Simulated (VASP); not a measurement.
Band structure of MoSb (relaxed from the NiAs type structure, space group P6_3/mmc). Level of theory: r2SCAN meta-GGA, VASP's PBE PAW potentials (set 64) (plane waves; VASP).

Unless said otherwise, spin-orbit coupling is left out, though it shifts the bands of the heavy elements here.

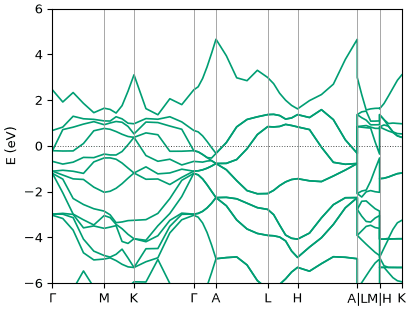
Figure. Bands along high-symmetry lines, zero at the valence-band maximum or, without a gap, the Fermi level

Task: Read the plot: is there a gap, and where are the band edges?

Result: It has no gap at this level: it comes out as a metal or semimetal.

The structure was generated: MoSb was put into the NiAs type type (P6_3/mmc), which need not be its known phase. It was relaxed first, which changed the volume by -36 %.
